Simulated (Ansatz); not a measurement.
# ZrO (SMILES [O][Zr]) at r2SCAN/def2-TZVP (core potential)

What is the energy change on altering one bond length of ZrO at r2SCAN/def2-TZVP (core potential)? 

The calculation is run with Ansatz 0.2.0.

### 1 The structure to begin with

ZrO: 2 atoms, total charge 0, spin state singlet. SMILES: `[O][Zr]`. Geometry: the measured bond length.

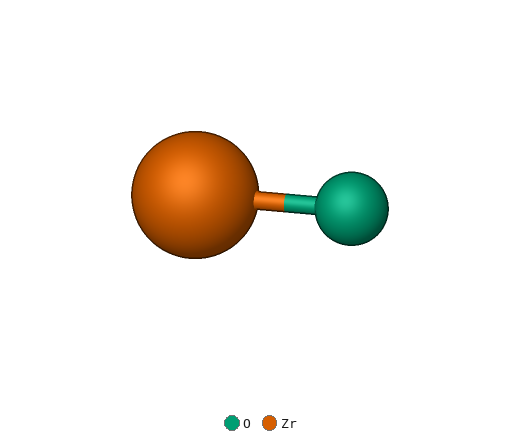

The structure, seen from a chosen angle (oxygen teal, zirconium orange).

### 2 A single-point energy at r2SCAN/def2-TZVP (core potential)

Input file run.yaml:

```yaml
crystal:
  periodic: [false, false, false]
  atoms:
    - {symbol: O, position_ang: [0.000000, 0.000000, 0.000000]}
    - {symbol: Zr, position_ang: [0.000000, 0.000000, 1.711600]}
basis:
  gaussian: {orbitals: def2-TZVP}
hamiltonian: {xc: {name: r2SCAN}}
accuracy: high
output: {orbitals: {seedname: orbitals}}
```

Launch:

```bash
$ ansatz run run.yaml --threads 1 --pin off --max-ram 3480MiB --events-out events.jsonl --progress --plain --runs-dir runs
```

The program printed:

```text
Warning: RAYON_NUM_THREADS=1 ignored (pool sized by the plan → 1); use --threads N
Functional definition: r2SCAN
  name "r2SCAN"
  parameter k0 = 0.174
  parameter k1 = 0.065
  parameter a1 = 4.9479
  exchange = r2scan_x(k0 = k0, k1 = k1, a1 = a1)
  correlation = r2scan_c
1124 factors; integrals over basis functions are off by at most 3.6e-9 eV
mean field evaluation 1: about -3314.3155 eV, gradient 8.1e1 eV
mean field evaluation 2: about -3063.8532 eV, gradient 2.5e2 eV
mean field evaluation 4: about -3320.0744 eV, gradient 4.5e1 eV
mean field evaluation 8: about -3326.6140 eV, gradient 1.7e-1 eV
mean field evaluation 16: about -3326.6119 eV, gradient 1.4e-4 eV
mean field evaluation 32: about -3326.2385 eV, gradient 8.4e0 eV
mean field -3326.61186388 eV, -122.2507311391 hartree, gradient 1.7e-8 eV, S^2 0.000000; 5 other end points of the search recorded, 0 dependent functions left out
reference -3326.61186471 eV, -122.2507311697 hartree; 10, 10 occupied and 61, 61 virtual orbitals, 1124 factors
Total energy: -3326.61186471 eV, -122.2507311697 hartree
```

It took 15 s on 1 thread of Arm Neoverse V1, shared host; peak memory 0.22 GiB.

### 3 The distorted shape, same level

Input file job.yaml:

```yaml
basis:
  gaussian:
    orbitals: def2-TZVP
crystal:
  periodic: [false, false, false]
  atoms:
    - symbol: O
      position_ang: [0.000000, 0.000000, -0.513500]
    - symbol: Zr
      position_ang: [0.000000, 0.000000, 1.711600]
hamiltonian:
  xc: r2scan
accuracy: high
output: {orbitals: {seedname: orbitals}}
```

Launch:

```bash
$ ansatz run job.yaml --threads 1 --pin off --max-ram 3480MiB --events-out events.jsonl --progress --plain --runs-dir runs
```

The program printed:

```text
Warning: RAYON_NUM_THREADS=1 ignored (pool sized by the plan → 1); use --threads N
Functional definition: r2SCAN
  name "r2SCAN"
  parameter k0 = 0.174
  parameter k1 = 0.065
  parameter a1 = 4.9479
  exchange = r2scan_x(k0 = k0, k1 = k1, a1 = a1)
  correlation = r2scan_c
1112 factors; integrals over basis functions are off by at most 3.5e-9 eV
mean field evaluation 1: about -3305.5264 eV, gradient 8.5e1 eV
mean field evaluation 2: about -2827.6405 eV, gradient 2.6e2 eV
mean field evaluation 4: about -3323.0554 eV, gradient 1.4e1 eV
mean field evaluation 8: about -3323.0554 eV, gradient 1.4e1 eV
mean field evaluation 16: about -3323.4681 eV, gradient 1.1e-4 eV
mean field evaluation 32: about -3320.9537 eV, gradient 1.1e-2 eV
mean field evaluation 64: about -3323.4681 eV, gradient 1.0e-2 eV
mean field evaluation 96: about -3323.2460 eV, gradient 1.8e0 eV
mean field -3323.46808940 eV, -122.1351995578 hartree, gradient 2.3e-8 eV, S^2 0.000000; 9 other end points of the search recorded, 0 dependent functions left out
reference -3323.46809034 eV, -122.1351995925 hartree; 10, 10 occupied and 61, 61 virtual orbitals, 1112 factors
Total energy: -3323.46809034 eV, -122.1351995925 hartree
```

Wall time 31 s (1 thread of Arm Neoverse V1, shared host); peak memory 0.22 GiB.

### 4 Outcome

At r2SCAN/def2-TZVP (core potential):

```
                                                          quantity          value
                                         first shape: total energy  -122.25073 Eh
                                          first shape: HOMO energy       -4.71 eV
                                          first shape: LUMO energy       -4.21 eV
                                        first shape: HOMO–LUMO gap        0.51 eV
                                     distorted shape: total energy  -122.13520 Eh
                                      distorted shape: HOMO energy       -5.25 eV
                                      distorted shape: LUMO energy       -4.98 eV
                                    distorted shape: HOMO–LUMO gap        0.27 eV
energy change with the O1–Zr2 bond stretched from 1.712 to 2.225 Å       3.144 eV
```

What this shows: With the O1–Zr2 bond stretched from 1.712 to 2.225 Å the energy rises by 3.14 eV (303 kJ/mol). The first shape isn't relaxed at this level, so the change isn't measured from a minimum.
